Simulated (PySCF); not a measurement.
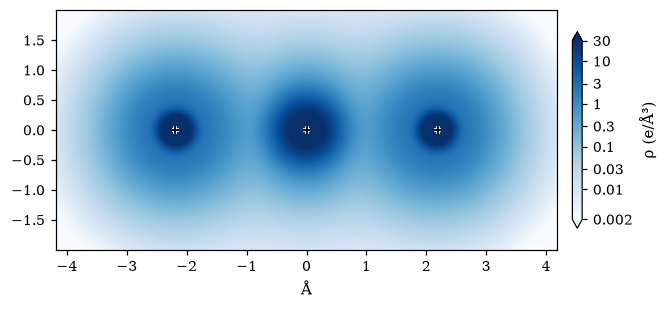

The total electron density on a plane through atoms (crosses mark nuclei in the plane).

These are results of PySCF 2.14.0, density-fitted response routines, DFT single point, gas phase, functional B3LYP, not measurements.

Candidates:
A. Cl₃Ga
B. Cl₂Co (charge −1, triplet)
C. FO₃W (charge −1)

### Which system is this?

Candidate B: Cl₂Co on a plane that holds the molecular axis, which holds Co and Cl. Co–Cl (2.19 Å): the density is about 0.57 e/Å³ at the midpoint.
